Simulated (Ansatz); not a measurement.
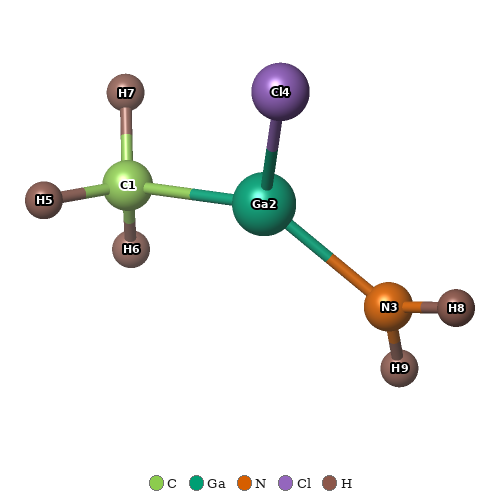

The system is CH5ClGaN, SMILES [CH3][Ga]([NH2])[Cl]; the picture shows the reference structure. Coordinates scanned: (1) bond length Ga2–N3; (2) dihedral C1–Ga2–N3–H8. Nothing is relaxed (all other coordinates rigid). The grid has 15 × 15 points. Points are written as (first, second). Energies: kJ/mol, counted from the lowest grid point. Computed with RKS SPW92 (LDA)/def2-TZVP in Ansatz.

Its coordinates:

| atom | x (Å) | y (Å) | z (Å) |
| --- | --- | --- | --- |
| C | -0.1310 | 1.4958 | -0.3547 |
| Ga | -0.0619 | -0.4243 | -0.3903 |
| N | 0.3364 | -1.5638 | 0.9321 |
| Cl | -0.5024 | -1.4700 | -2.2066 |
| H | 0.5725 | 1.9015 | -1.0969 |
| H | 0.1224 | 1.8927 | 0.6383 |
| H | -1.1417 | 1.8311 | -0.6312 |
| H | 0.3392 | -2.5703 | 0.7887 |
| H | 0.5774 | -1.2895 | 1.8800 |

Range: bond length Ga2–N3 from 1.540 to 2.507 Å; dihedral C1–Ga2–N3–H8 from −180 to 156°.

Q: Predict the map.

A: The lowest grid point is at (1.816 Å, −180°); the map holds 2 wells of about this depth. The highest grid point, (2.507 Å, 84°), lies 253 kJ/mol above the lowest. On the interpolated surface the easiest way out of the lowest well to a well of about the same depth near (1.816 Å, −12°) passes a barrier of about 49 kJ/mol. Round the minimum the two coordinates are nearly uncoupled.

| dihedral C1–Ga2–N3–H8 ↓, bond length Ga2–N3 → | 1.540 | 1.609 | 1.678 | 1.747 | 1.816 | 1.885 | 1.954 | 2.023 | 2.092 | 2.161 | 2.230 | 2.300 | 2.369 | 2.438 | 2.507 |
| --- | --- | --- | --- | --- | --- | --- | --- | --- | --- | --- | --- | --- | --- | --- | --- |
| 156 | 128 | 63 | 26 | 9 | 7 | 15 | 31 | 51 | 75 | 101 | 127 | 155 | 182 | 209 | 235 |
| 132 | 153 | 86 | 48 | 29 | 25 | 32 | 46 | 65 | 87 | 112 | 138 | 165 | 191 | 217 | 243 |
| 108 | 179 | 110 | 69 | 49 | 43 | 48 | 61 | 79 | 100 | 124 | 149 | 175 | 201 | 226 | 251 |
| 84 | 185 | 116 | 75 | 54 | 48 | 53 | 65 | 83 | 104 | 127 | 152 | 178 | 203 | 228 | 253 |
| 60 | 167 | 99 | 60 | 40 | 35 | 41 | 54 | 73 | 95 | 119 | 144 | 171 | 197 | 222 | 247 |
| 36 | 140 | 74 | 36 | 19 | 15 | 23 | 38 | 58 | 81 | 106 | 133 | 160 | 187 | 213 | 239 |
| 12 | 121 | 57 | 20 | 4 | 2 | 11 | 26 | 47 | 71 | 98 | 125 | 153 | 180 | 207 | 233 |
| −12 | 121 | 57 | 20 | 4 | 2 | 11 | 26 | 47 | 71 | 97 | 125 | 153 | 180 | 207 | 233 |
| −36 | 140 | 74 | 36 | 19 | 15 | 23 | 38 | 58 | 81 | 106 | 133 | 160 | 187 | 213 | 239 |
| −60 | 167 | 99 | 60 | 40 | 35 | 41 | 54 | 73 | 95 | 119 | 144 | 171 | 197 | 222 | 247 |
| −84 | 185 | 116 | 75 | 54 | 48 | 53 | 65 | 83 | 104 | 127 | 152 | 178 | 203 | 228 | 253 |
| −108 | 179 | 110 | 69 | 49 | 43 | 48 | 61 | 79 | 100 | 124 | 149 | 175 | 201 | 226 | 251 |
| −132 | 153 | 86 | 48 | 29 | 25 | 32 | 46 | 65 | 87 | 112 | 138 | 165 | 191 | 217 | 243 |
| −156 | 128 | 63 | 26 | 10 | 7 | 15 | 31 | 51 | 75 | 101 | 127 | 155 | 182 | 209 | 235 |
| −180 | 118 | 54 | 18 | 2 | 0 | 9 | 25 | 46 | 70 | 96 | 123 | 151 | 179 | 206 | 232 |

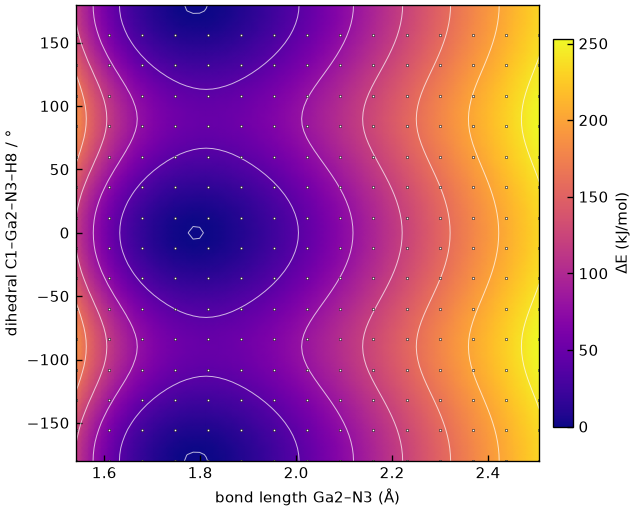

Drawn: a smooth colour map with a few white contour lines, dots at the grid points. Between grid points the surface is interpolated.

Each point was launched as `ansatz run input.yaml --threads 1 --pin off --max-ram 2560MiB --backend cpu --events-out ev --progress --plain --runs-dir out`. The whole map (225 points run) took 17 min on 1 thread of Arm Neoverse V2, with other jobs on the host.
